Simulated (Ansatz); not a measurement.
# KSrCl3 (model cell, started as cubic perovskite with Sr in the octahedra): a soft mode frozen in, part 2 of 3

Wanted: the energy along a soft mode of KSrCl3 (model cell, started as cubic perovskite with Sr in the octahedra) and the structure at the end.

Ansatz 0.2.0; DFT PBEsol, scalar-relativistic, plane waves, PAW; PAW set soft_1.

So far, highest frequency on the path or at a solved wavevector (cm⁻¹): step 2 (phonons on a q mesh) 288. Also lowest frequency on the path (cm⁻¹): step 2 -67.2.

The structure was built from a prototype and need not be the compound's stable phase.

**5. Energy along the mode, all amplitudes (two of the runs are shown above)**

An imaginary frequency means negative curvature, so the energy should fall and then rise again as anharmonic terms take over.

Numbers from this step:

```yaml
depth_at_the_lowest_point_sampled: 30.09 meV/atom
largest_atomic_shift_at_that_point: 0.6 Å
```

Energy from the parent against largest atomic shift:

```
largest atomic shift (Å)  energy from the parent (meV/atom)
                   0.000                                  0
                   0.040                             -0.184
                   0.080                             -0.732
                   0.140                              -2.22
                   0.220                              -5.34
                   0.320                              -10.8
                   0.450                              -19.6
                   0.600                              -30.1
```

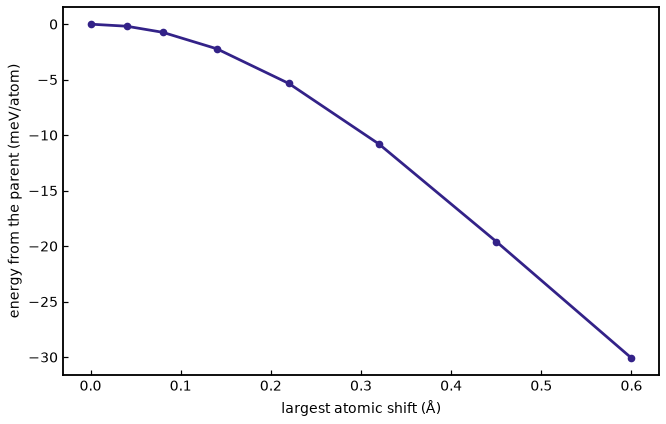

Energy from the parent against largest atomic shift.

Displacement at unit largest shift by atom:

```
atom  x (Å)  y (Å)  z (Å)  size
  K1   0.00   0.00   0.00  0.00
  K2   0.00   0.00   0.00  0.00
 Sr3   0.00   0.00   0.00  0.00
 Sr4   0.00   0.00   0.00  0.00
 Cl5   0.00  -1.00   0.00  1.00
 Cl6   0.00   1.00   0.00  1.00
 Cl7   0.00   0.00   1.00  1.00
 Cl8   0.00   0.00  -1.00  1.00
 Cl9   0.00   0.00   0.00  0.00
Cl10   0.00   0.00   0.00  0.00
```

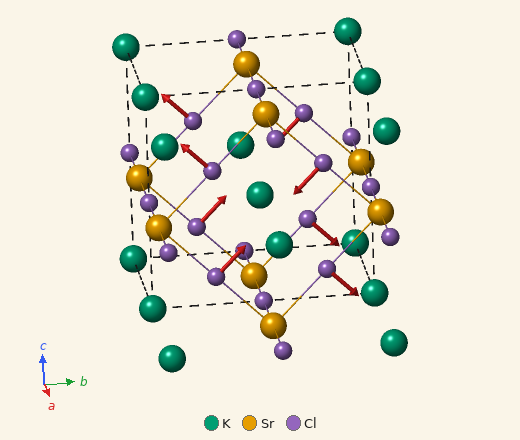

Displacement at unit largest shift as arrows, the longest 1 Å. 2×1×1 cells are drawn. Some periodic images of atoms are drawn too.

The lowest of the steps tried is the last one, at 0.6 Å, 30.1 meV/atom below the parent; the bottom of the well need not coincide with a step.

**6. Relaxing from the distorted cell**

Starting from the lowest point found, all atoms and the cell are let go, so that strain and other modes of the same symmetry can join in.

Contents of input.yaml:

```yaml
crystal:
  lattice:
    - [-5.5845481721, 0.0, 0.0]
    - [0.0, -5.5845481721, -5.5845481721]
    - [0.0, -5.5845481721, 5.5845481721]
  atoms:
    - { symbol: K, position: [0.0, 0.5, 0.5] }
    - { symbol: K, position: [0.0, 0.0, 0.0] }
    - { symbol: Sr, position: [0.5, 0.0, 0.5] }
    - { symbol: Sr, position: [0.5, 0.5, 0.0] }
    - { symbol: Cl, position: [0.5, 0.3037196548, 0.3037196548] }
    - { symbol: Cl, position: [0.5, 0.6962803452, 0.6962803452] }
    - { symbol: Cl, position: [0.5, 0.1962803452, 0.8037196548] }
    - { symbol: Cl, position: [0.5, 0.8037196548, 0.1962803452] }
    - { symbol: Cl, position: [0.0, 0.0, 0.5] }
    - { symbol: Cl, position: [0.0, 0.5, 0.0] }
kpoints:
  mp_grid: { grid: [4, 4, 4] }
hamiltonian:
  xc: pbesol
  pseudopotentials: { kind: paw, azcp: { folder: soft_1 }, xc_functional: pbe }
scf:
  occupations: { method: fixed }
output:
  forces: true
  stress: true
  eigenvalues: true
  write_density: true
  write_potential: true
  elf: true
  volumetric_format: npy
relax:
  adjacent_minimum: "off"
  f_tol: 0.002
  max_steps: 120
  cell: { stress_tol: 0.03 }
```

The run is started by

```sh
$ ansatz run input.yaml --threads 4 --pin off --max-ram 16384MiB --backend cpu --events-out ev --progress --plain --runs-dir out
```

Numbers of over 12 decimals in the logs are rounded to 6 here.

Log:

```text
[...]
Crystal: 10 atoms, lattice volume = 348.333 Å³
Basis set: ecut = 420 eV, 6795 PW (Γ), exchange–correlation on 80×108×108 points (8 copies of the dense FFT grid, shifted against one another)
Bands: 50, of which v1, the nominal top of the filled ones, is band 40 counted from 1 (39 counted from 0)
Symmetry: 16 space group operations
[...]
k-points: 18 of 64
[...]
SCF iter   1: F=—  HF=-16407.799960 eV  |F-HF|=—  |Δ(HF+E_count)|=         —  Δρ=4.10e-2  dr2=1.06e1  ethr=3.10e-3  ⟨swp⟩=8.9  Hψ=4989  notcnv=0  defer=127
[...]
SCF iter   8: F=-16403.468006 eV  HF=-16403.468006 eV  |F-HF|=5.48e-8  |Δ(HF+E_count)|=   3.46e-6  Δρ=4.53e-6  dr2=9.13e-8  ethr=1.25e-10  ⟨swp⟩=27.0  Hψ=11556  notcnv=0
SCF 1 converged in 8 iterations: F = -16403.468006 eV  dr2 = 9.13e-8
[...]
relax step   1: F+E_penalty+E_count = -16403.46800580 eV  Δ(F+E_penalty+E_count) = +0.000e0 eV  max|allowed force component| = 1.633e-1 eV/Å  Δτ_max = 0.0000 Å  P = -0.742 GPa  Ω = 348.333 Å³  (8 SCF iters, dr2 threshold 1.00e-7 eV, accepted)
Crystal: 10 atoms, lattice volume = 340.236 Å³
Basis set: ecut = 420 eV, 6627 PW (Γ), exchange–correlation on 80×108×108 points (8 copies of the dense FFT grid, shifted against one another)
[...]
iter 1 solved again at ethr=2.02e-5 eV; its pass at ethr=3.10e-3 eV (dr2=1.61e-2 eV) is discarded
[...]
SCF iter   5: F=-16403.571090 eV  HF=-16403.571089 eV  |F-HF|=8.63e-7  |Δ(HF+E_count)|=   9.13e-6  Δρ=1.36e-5  dr2=6.03e-7  ethr=1.25e-9  ⟨swp⟩=24.9  Hψ=10715  notcnv=0
SCF 2 converged in 5 iterations: F = -16403.571090 eV  dr2 = 6.03e-7
relax step   2: F+E_penalty+E_count = -16403.57108950 eV  Δ(F+E_penalty+E_count) = -1.031e-1 eV  max|allowed force component| = 1.691e-1 eV/Å  Δτ_max = 0.0943 Å  P = -0.503 GPa  Ω = 340.236 Å³  energy of the carried Pulay correction = +1.551e-4 eV  (5 SCF iters, dr2 threshold 1.00e-6 eV, accepted)
Crystal: 10 atoms, lattice volume = 327.678 Å³
Basis set: ecut = 420 eV, 6375 PW (Γ), exchange–correlation on 80×108×108 points (8 copies of the dense FFT grid, shifted against one another)
[...]
SCF iter   6: F=-16403.706173 eV  HF=-16403.706173 eV  |F-HF|=2.86e-7  |Δ(HF+E_count)|=   4.70e-6  Δρ=4.49e-6  dr2=1.01e-7  ethr=1.25e-9  ⟨swp⟩=23.9  Hψ=10114  notcnv=0
SCF 3 converged in 6 iterations: F = -16403.706173 eV  dr2 = 1.01e-7
relax step   3: F+E_penalty+E_count = -16403.70617303 eV  Δ(F+E_penalty+E_count) = -1.351e-1 eV  max|allowed force component| = 7.171e-2 eV/Å  Δτ_max = 0.1950 Å  P = -0.199 GPa  Ω = 327.678 Å³  energy of the carried Pulay correction = +4.030e-4 eV  (6 SCF iters, dr2 threshold 1.00e-6 eV, accepted)
[...]
relax step   4: F+E_penalty+E_count = -16403.70201952 eV  Δ(F+E_penalty+E_count) = +4.154e-3 eV  max|allowed force component| = 1.506e-1 eV/Å  Δτ_max = 0.1482 Å  P = +0.074 GPa  Ω = 318.735 Å³  energy of the carried Pulay correction = +5.853e-4 eV  (6 SCF iters, dr2 threshold 3.21e-7 eV, rejected (line search))
[...]
relax step   5: F+E_penalty+E_count = -16403.72204405 eV  Δ(F+E_penalty+E_count) = -1.587e-2 eV  max|allowed force component| = 1.814e-2 eV/Å  Δτ_max = 0.0571 Å  P = -0.026 GPa  Ω = 322.973 Å³  energy of the carried Pulay correction = +4.983e-4 eV  (9 SCF iters, accepted)
[...]
relax step   6: F+E_penalty+E_count = -16403.72277337 eV  Δ(F+E_penalty+E_count) = -7.293e-4 eV  max|allowed force component| = 1.845e-3 eV/Å  Δτ_max = 0.0131 Å  P = -0.009 GPa  Ω = 322.210 Å³  energy of the carried Pulay correction = +5.139e-4 eV  (5 SCF iters, dr2 threshold 2.06e-8 eV, accepted)
[...]
SCF iter   1: F=—  HF=-16403.722195 eV  |F-HF|=—  |Δ(HF+E_count)|=         —  Δρ=2.88e-5  dr2=2.99e-7  ethr=3.78e-7  ⟨swp⟩=4.6  Hψ=7358  notcnv=0  defer=142
eigensolver tolerance schedule: the retry pair's looser diagonalisation over-reported the residual by 1010.49 of it (diagonalisation noise at 0.14 of the residual, at the tolerance the schedule requests for it); recorded, not acted on — ethr = c·dr2/N_el stays at c = 1.0e-1
[...]
SCF iter   2: F=—  HF=-16403.722385 eV  |F-HF|=—  |Δ(HF+E_count)|=   1.89e-4  Δρ=1.51e-5  dr2=7.92e-8  ethr=3.74e-10  ⟨swp⟩=3.4  Hψ=2032  notcnv=0  defer=142
[...]
SCF iter   5: F=-16403.722385 eV  HF=-16403.722385 eV  |F-HF|=4.00e-11  |Δ(HF+E_count)|=  4.62e-10  Δρ=8.14e-8  dr2=1.48e-11  ethr=1.00e-12  ⟨swp⟩=23.4  Hψ=8578  notcnv=0
SCF 7 converged in 5 iterations: F = -16403.722385 eV  dr2 = 1.48e-11
relax step   7: F+E_penalty+E_count = -16403.72238533 eV  Δ(F+E_penalty+E_count) = +3.880e-4 eV  max|allowed force component| = 1.873e-3 eV/Å  Δτ_max = 0.0000 Å  P = -0.010 GPa  Ω = 322.210 Å³  stress off target by 1.26e-2 GPa  SCF on the basis re-selected at this cell (its energy is not comparable with the rows above)  (5 SCF iters)
basis re-selected at this cell: Δ(F+E_penalty+E_count) = +3.880e-4 eV, ΔP = -0.001 GPa vs the last step (what re-selecting the basis moved, of the pressure what is left beyond the Pulay correction that the steps carried, after the strain that the cell walked since its last selection, with what the two solves' SCF thresholds leave and, on support functions, any second-order correction that the steps lacked; it is no m [...]
SCF converged after 5 iterations
Free energy (F): -16403.722385 eV
[...]
Internal energy: -16403.722385 eV  (E = F + TS)
E sigma→0 (E₀):  -16403.722385 eV
Fermi energy:    1.341677 eV
[...]
--- Forces (eV/Å), atoms counted from 1 ---
  atom   1  K     -0.00000000     0.00000000     0.00000000
  atom   2  K      0.00000000    -0.00000000     0.00000000
  atom   3  Sr     0.00000000     0.00000000     0.00000000
  atom   4  Sr     0.00000000    -0.00000000     0.00000000
  atom   5  Cl     0.00000000    -0.00187313    -0.00000000
  atom   6  Cl    -0.00000000     0.00187313     0.00000000
  atom   7  Cl    -0.00000000     0.00000000     0.00187313
  atom   8  Cl     0.00000000    -0.00000000    -0.00187313
  atom   9  Cl     0.00000000    -0.00000000    -0.00000000
  atom  10  Cl     0.00000000    -0.00000000     0.00000000
  max |Σ_I F_I| component: 8.67e-19 eV/Å
--- Stress (GPa, compression-positive) ---
       -0.012597       0.000000      -0.000000
        0.000000      -0.008238      -0.000000
       -0.000000      -0.000000      -0.008238
  P = ⅓ Tr σ = -0.0097 GPa (-0.097 kbar)
--- Band table (eV; the first three rows and the last of 18) ---
  k-point 0: bands = [... 36 lower, 0.8288, 0.9262, 1.3417, 1.3417, 6.0597, 7.1293, 7.1293, 7.7788, ... 6 higher]
  k-point 1: bands = [... 36 lower, 0.8365, 0.8930, 1.1962, 1.3072, 6.3967, 7.2788, 7.2957, 7.8883, ... 6 higher]
  k-point 2: bands = [... 36 lower, 0.8004, 0.8004, 1.2415, 1.2415, 7.1833, 7.1833, 7.5973, 7.5973, ... 6 higher]
  k-point 17: bands = [... 36 lower, 1.0231, 1.0231, 1.0516, 1.0516, 8.0867, 8.0867, 8.4754, 8.4754, ... 6 higher]
--- Relaxed structure (6 steps of the walk, 5 accepted, 1 SCFs on fresh bases) ---
  F+E_penalty+E_count = -16403.72238533 eV   max|allowed force component| = 1.873e-3 eV/Å   (the final SCF, on the basis selected at the relaxed cell)
  cell:  # Å, volume = 322.2105 Å³
    - [-5.601031, 0, 0]
    - [0, -5.363161, -5.363161]
    - [0, -5.363161, 5.363161]
  atoms:
    - { symbol: K, position: [0, 0.5, 0.5] }
    - { symbol: K, position: [0, 1.8637749259394274e-19, 0] }
    - { symbol: Sr, position: [0.5, 0.0, 0.5] }
    - { symbol: Sr, position: [0.5, 0.5, 0.0] }
    - { symbol: Cl, position: [0.5, 0.335915, 0.335915] }
    - { symbol: Cl, position: [0.5, 0.664085, 0.664085] }
    - { symbol: Cl, position: [0.5, 0.164085, 0.835915] }
    - { symbol: Cl, position: [0.5, 0.835915, 0.164085] }
    - { symbol: Cl, position: [0, 0.0, 0.5] }
    - { symbol: Cl, position: [0, 0.5, 0.0] }
```

It took 45 s on 4 threads of Arm Neoverse V1, shared host; peak memory 0.83 GiB; 2.9 min of CPU time.

Step by step:

```
step  energy less that of the first step (eV)  largest force component (eV/Å)  pressure (GPa)  volume (Å³)
   1                                   0.0000                          0.1633           -0.74       348.33
   2                                  -0.1031                          0.1691           -0.50       340.24
   3                                  -0.2382                          0.0717           -0.20       327.68
   4                                  -0.2340                          0.1506            0.07       318.73
   5                                  -0.2540                          0.0181           -0.03       322.97
   6                                  -0.2548                          0.0018           -0.01       322.21
  7*                                  -0.2544                          0.0019           -0.01       322.21
```

Relaxation steps marked * repeat the geometry before them on a plane-wave basis chosen anew for their cell, so energy and pressure can jump there. Relaxation step 4 was tried and not accepted.

The run keeps the 16 symmetry operations that it works with, so distortions that break them were not tested.

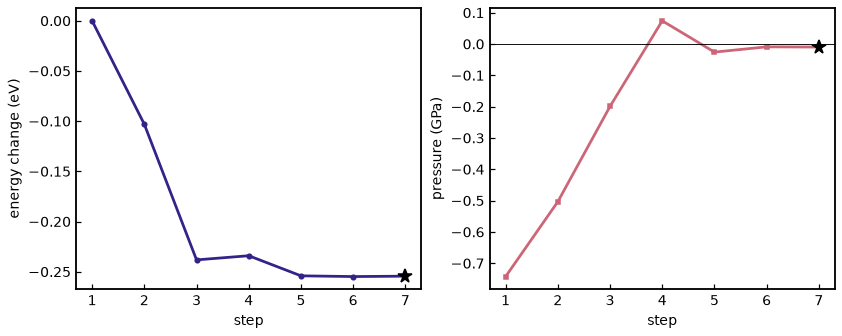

Energy and pressure along the relaxation. Stars mark steps on a basis chosen anew.

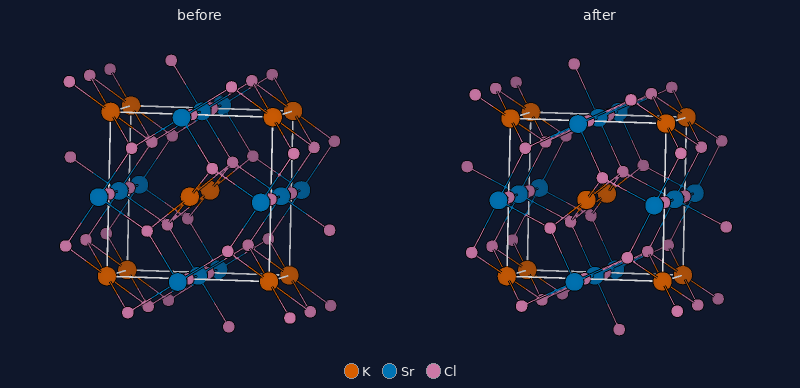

The structure before and after the relaxation, drawn at the same scale.

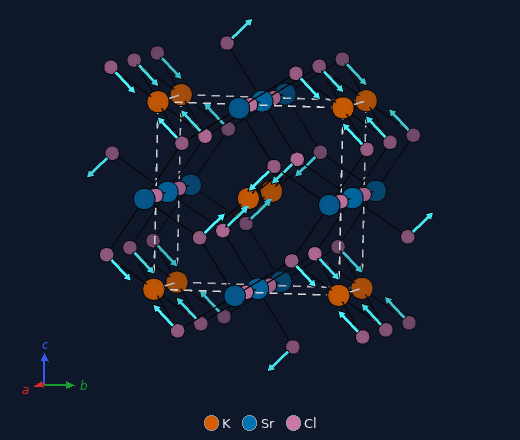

Displacements in the relaxation, exaggerated, measured against the changing cell; the longest in the cell stands for 0.35 Å. Some periodic images of atoms are drawn too.

```
     cell as run  before  after  change
           a (Å)   5.585  5.601  +0.3 %
           b (Å)   7.898  7.585  -4.0 %
           c (Å)   7.898  7.585  -4.0 %
volume (Å³/atom)   34.83  32.22  -7.5 %
```

The atoms that moved most (Å, as changes of fractional coordinates times the final cell):

```
atom     dx      dy      dz  length
 Cl5  0.000  -0.345   0.000   0.345
 Cl6  0.000   0.345   0.000   0.345
 Cl7  0.000   0.000   0.345   0.345
 Cl8  0.000   0.000  -0.345   0.345
```

This step gave:

```
pressure          : -0.009691 GPa
gap on the k-mesh : 4.718 eV
volume per atom   : 32.22 Å³
```

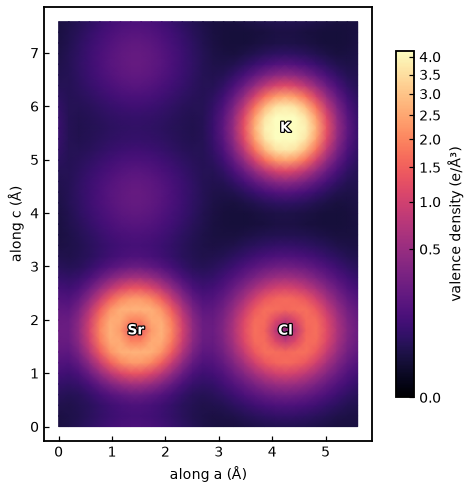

Valence density in the ac plane at fractional y = 0.000, with atoms of K and Sr and Cl within 0.2 Å of it. It is the smooth field of the valence electrons, not physical close to the nuclei. The map starts off the cell's origin, so that atoms lie inside it. The colour scale is stretched toward low values.

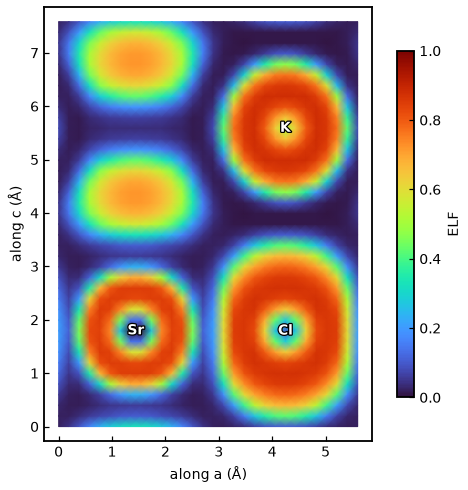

ELF in the ac plane at fractional y = 0.000, with atoms of K and Sr and Cl within 0.2 Å of it. It is the smooth field of the valence electrons, not physical close to the nuclei. The map starts off the cell's origin, so that atoms lie inside it.

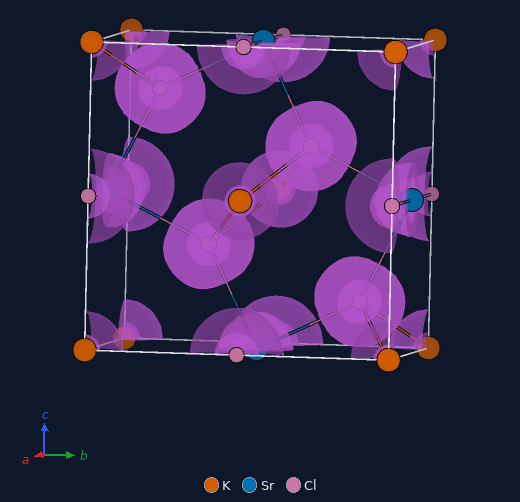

Surface of ELF = 0.8. Bonds to atoms that aren't drawn are left out.

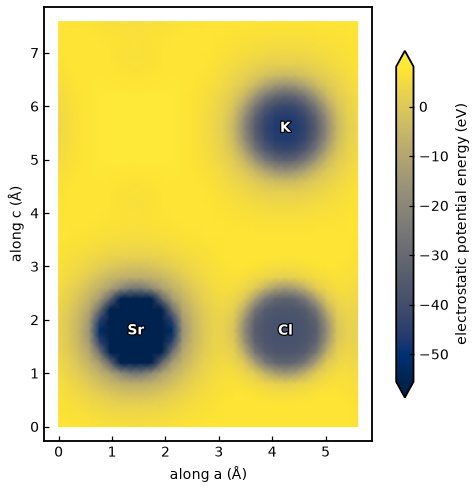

Electrostatic potential energy in the ac plane at fractional y = 0.000, with atoms of K and Sr and Cl within 0.2 Å of it. With pseudopotentials it is smooth inside the atoms' cores, unlike the true potential. The map starts off the cell's origin, so that atoms lie inside it.

The distorted start has space group P4/mbm; the relaxation ends in P4/mbm.

**7. The new phase in its own primitive cell**

The relaxed structure is symmetrised, reduced to its primitive cell and relaxed tightly, as its phonons need.

Contents of input.yaml:

```yaml
crystal:
  lattice:
    - [7.5846547329, 0.0, 0.0]
    - [0.0, 7.5846547329, 0.0]
    - [0.0, 0.0, 5.6010312466]
  atoms:
    - { symbol: K, position: [0.5, 0.0, 0.0] }
    - { symbol: K, position: [0.0, 0.5, 0.0] }
    - { symbol: Sr, position: [0.0, 0.0, 0.5] }
    - { symbol: Sr, position: [0.5, 0.5, 0.5] }
    - { symbol: Cl, position: [0.3359146199, 0.8359146199, 0.5] }
    - { symbol: Cl, position: [0.6640853801, 0.1640853801, 0.5] }
    - { symbol: Cl, position: [0.1640853801, 0.3359146199, 0.5] }
    - { symbol: Cl, position: [0.8359146199, 0.6640853801, 0.5] }
    - { symbol: Cl, position: [0.0, 0.0, 0.0] }
    - { symbol: Cl, position: [0.5, 0.5, 0.0] }
kpoints:
  mp_grid: { grid: [4, 4, 4] }
hamiltonian:
  xc: pbesol
  pseudopotentials: { kind: paw, azcp: { folder: soft_1 }, xc_functional: pbe }
scf:
  occupations: { method: fixed }
output:
  forces: true
  stress: true
  eigenvalues: true
relax:
  adjacent_minimum: "off"
  f_tol: 0.001
  max_steps: 60
  cell: { stress_tol: 0.01 }
```

Log:

```text
[...]
Crystal: 10 atoms, lattice volume = 322.210 Å³
Basis set: ecut = 420 eV, 6291 PW (Γ), exchange–correlation on 108×108×80 points (8 copies of the dense FFT grid, shifted against one another)
Bands: 50, of which v1, the nominal top of the filled ones, is band 40 counted from 1 (39 counted from 0)
Symmetry: 16 space group operations
[...]
k-points: 18 of 64
[...]
- { symbol: K, position: [0, 0.500000, 0.0] }
    - { symbol: Sr, position: [0, 0, 0.500000] }
    - { symbol: Sr, position: [0.500000, 0.500000, 0.500000] }
    - { symbol: Cl, position: [0.335981, 0.835981, 0.500000] }
    - { symbol: Cl, position: [0.664019, 0.164019, 0.500000] }
    - { symbol: Cl, position: [0.164019, 0.335981, 0.500000] }
    - { symbol: Cl, position: [0.835981, 0.664019, 0.500000] }
    - { symbol: Cl, position: [0, 0, 0.0] }
    - { symbol: Cl, position: [0.500000, 0.500000, 0.0] }
[key lines of the parts left out:]
SCF converged after 7 iterations
Free energy (F): -16403.722392 eV
Fermi energy:    1.344807 eV
P = ⅓ Tr σ = -0.0045 GPa (-0.045 kbar)
```

Elapsed: 19 s, on 4 threads; peak memory 0.79 GiB.

Little changed from the start: no atom moved by 0.005 Å and no cell edge by 0.1 %.

Numbers from this step:

```yaml
pressure: -0.004531 GPa
volume_per_atom: 32.21 Å³
direct_gap_on_mesh: 4.718 eV
```

The largest force component left is 0.66 meV/Å and the pressure is -0.005 GPa, within the tolerances set. The cell now holds 32.21 Å³/atom.

(Part 2 of 3 ends here.)

[Logs are printed without paths, hosts, clocks, repeated set-up lines and the standing remarks that a program may print on its own settings, such as how far it seeks lower states.]

[Hosts, paths, dates, database ids (printed as entryN), source tags and the programs' standing remarks are cut or masked in the printed files.]
